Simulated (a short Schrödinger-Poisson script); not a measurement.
Structure: symmetric double-gate stack, HfO2 on p-type Si(100), at 200 K.

| layer | material | thickness (nm) | Na (cm⁻³) |
|---|---|---|---|
| 1 | HfO2 | 3.6 | - |
| 2 | Si | 8 | 2e16 |
| 3 | HfO2 | 3.6 | - |

Constants are typed, rounded textbook-type inputs, not results; the design itself was drawn at random and stands for no fabricated device. HfO2: permittivity 22, conduction-band edge (eV) 1.55, gap (eV) 5.7, electron mass (mₑ) 0.2. Si: permittivity 11.7, conduction-band edge (eV) 0, gap (eV) 1.124, Nv at 300 K (cm⁻³) 3.1e19.

Channel valleys (confinement mass, in-plane density-of-states mass, number): Δ2 0.916, 0.19, 2; Δ4 0.19, 0.417, 4. At the gates, both at one voltage, the conduction-band edge of layer 1 lies 2.03 eV − eVg above the Fermi level of the channel. Gaps are held at their typed values at every temperature. Mesh 0.03 nm at interfaces.

From a short Schrödinger-Poisson script (our own, NumPy): 1D Poisson equation in equilibrium, electrons quantum, Hartree (BenDaniel-Duke, 12 states a valley, the channel's in-plane mass for all, wave functions ending at the dielectric), parabolic valleys, classical holes, full ionisation, no traps, pinning or gate leakage.

Only gate voltages with over 1e8 electrons/cm² are shown.

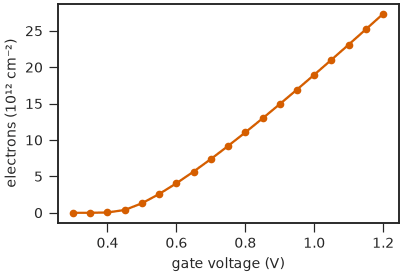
Fig. 1. Sheet density against gate voltage

```csv
Vg (V),electrons (cm⁻²),C (μF/cm²),Δ2 E0 (meV),Δ2 E1 (meV),Δ4 E0 (meV),Δ4 E1 (meV)
0.3,1.31e8,< 0.003,186.9,206.1,211.4,304.1
0.35,2.37e9,0.0226,136.9,156.1,161.5,254.2
0.4,4.02e10,0.356,88.2,107.2,112.7,205.3
0.45,3.84e11,2.11,49.2,67.0,73.7,165.1
0.5,1.31e12,3.66,27.9,42.8,52.7,141.1
0.55,2.58e12,4.45,15.6,27.2,41.4,126.2
0.6,4.05e12,4.97,6.9,15.5,34.3,115.7
0.65,5.67e12,5.35,-0.4,6.0,29.4,107.6
0.7,7.38e12,5.65,-6.9,-2.2,25.7,101.2
0.75,9.18e12,5.88,-12.9,-9.5,22.8,95.9
0.8,1.11e13,6.08,-18.8,-16.2,20.4,91.3
0.85,1.30e13,6.23,-24.5,-22.6,18.3,87.2
0.9,1.49e13,6.36,-30.0,-28.6,16.4,83.5
0.95,1.69e13,6.47,-35.5,-34.4,14.7,80.1
1,1.90e13,6.56,-40.9,-40.1,13.1,76.9
1.05,2.10e13,6.64,-46.3,-45.7,11.6,73.9
1.1,2.31e13,6.72,-51.7,-51.2,10.1,71.0
1.15,2.52e13,6.78,-57.0,-56.6,8.7,68.2
1.2,2.73e13,6.84,-62.3,-62.0,7.4,65.5
```

Subbands count from the Fermi level. The capacitance is that of both gates.
